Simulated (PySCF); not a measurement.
CH$_{10}$B$_{2}$O$_{2}$Si$_{2}$

```yaml
atoms:
  - { symbol: C, position_ang: [-3.2594, 0.9012, 0.5265] }
  - { symbol: B, position_ang: [-1.7950, 0.3646, 0.6984] }
  - { symbol: Si, position_ang: [-0.6300, 0.0330, -0.8480] }
  - { symbol: O, position_ang: [0.2388, -1.3240, -0.5723] }
  - { symbol: B, position_ang: [1.3935, -1.8821, -0.2415] }
  - { symbol: O, position_ang: [2.4981, -1.1835, 0.0422] }
  - { symbol: Si, position_ang: [3.2112, 0.2571, 0.1817] }
  - { symbol: H, position_ang: [-3.5416, 1.6349, 1.2803] }
  - { symbol: H, position_ang: [-3.4951, 1.3078, -0.4533] }
  - { symbol: H, position_ang: [-3.9311, 0.0551, 0.6886] }
  - { symbol: H, position_ang: [-1.4500, 0.1474, 1.8030] }
  - { symbol: H, position_ang: [-1.2660, -0.3202, -2.1327] }
  - { symbol: H, position_ang: [0.2677, 1.1647, -1.1820] }
  - { symbol: H, position_ang: [1.4604, -3.0604, -0.1885] }
  - { symbol: H, position_ang: [3.3683, 0.8508, -1.1487] }
  - { symbol: H, position_ang: [4.4961, -0.0844, 0.7922] }
  - { symbol: H, position_ang: [2.4273, 1.1499, 1.0431] }
```

Geometry: GFN2-xTB.

These are results of PySCF 2.14.0, B3LYP/def2-SVPD, SCF density, gas phase, not measurements.

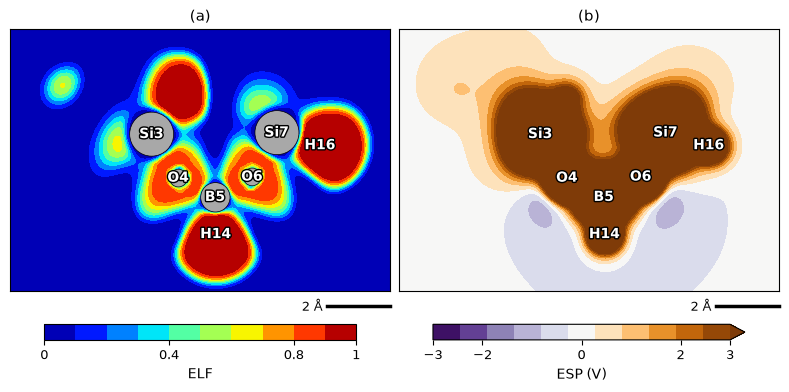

Figure 1. (a) electron localisation function; (b) molecular electrostatic potential on the plane of atoms O4, B5 and H14. Grey discs cover the atomic cores in the ELF map.

Q: What do the fields say about this system?

A: The plane passes through Si, O, B and H nuclei. B–O (1.32 Å): the ELF peaks at about 0.90 between the atoms: a short, strongly polar bond. Si–O (1.61 Å): the ELF peaks at about 0.85 between the atoms; a polar covalent bond. B–H (1.18 Å): the ELF climbs to about 1 towards the hydrogen, as it does in any bond to H (an ordinary covalent bond to hydrogen). Si–H (1.46 Å): the ELF climbs to about 1 towards the hydrogen. The ELF also peaks beside O4 and O6, away from the bonds: lone-pair regions. Outside the dense part of the molecule the potential is most negative (−1.1 V) near O6.

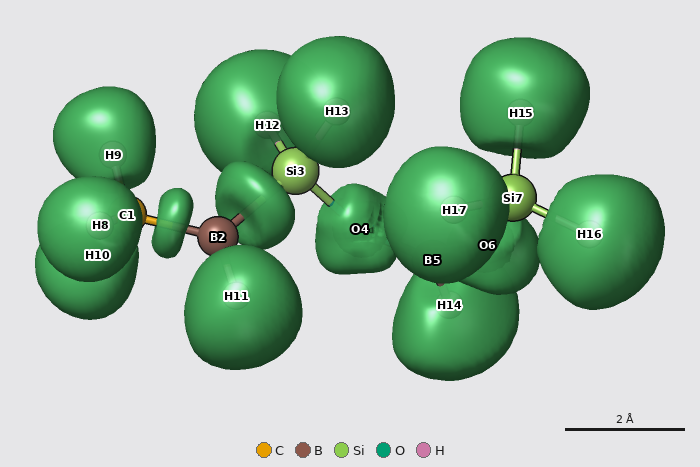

Figure 2. Isosurface of the ELF at 0.8 (green), seen from one side. Core shells and regions of very low density are left out.

Q: Describe the localisation domains.

A: The ELF exceeds this value in one region between bonded B–C atoms (shared pairs), one region between bonded B–Si atoms (shared pairs), ten regions around hydrogen nuclei and two regions on O in which the atom's valence shell and bonds are merged. Along the contacts the grid gives the following. C–B (1.57 Å): the ELF peaks at about 1 between the atoms (a shared electron pair).

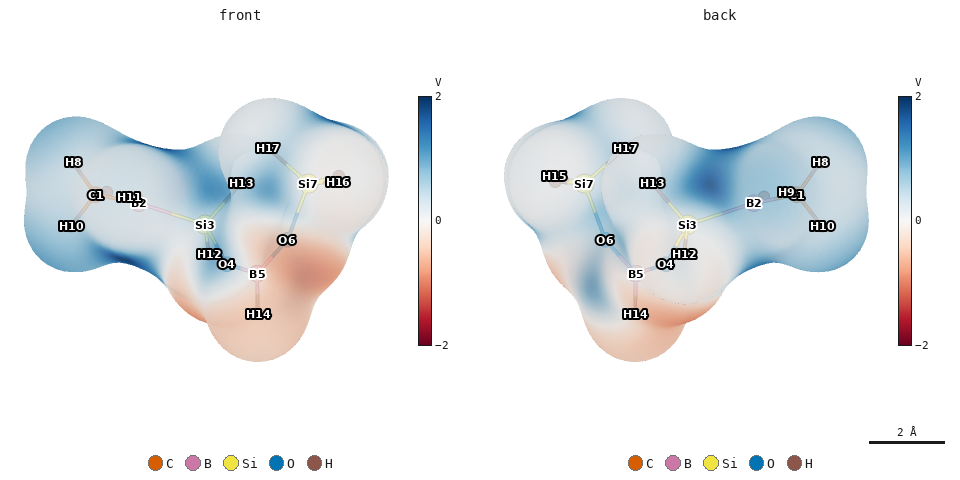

Figure 3. The electrostatic potential painted on the density surface at 0.002 e/bohr³, seen from the front and from behind; red is negative and blue positive.

Q: Describe the electrostatic potential map.

A: The most negative region (about −0.9 V) lies over O4 and O6, the most positive (about +1.9 V) over B2.

Q: How polar is the molecule by this calculation?

A: Its dipole moment is 2.38 D.
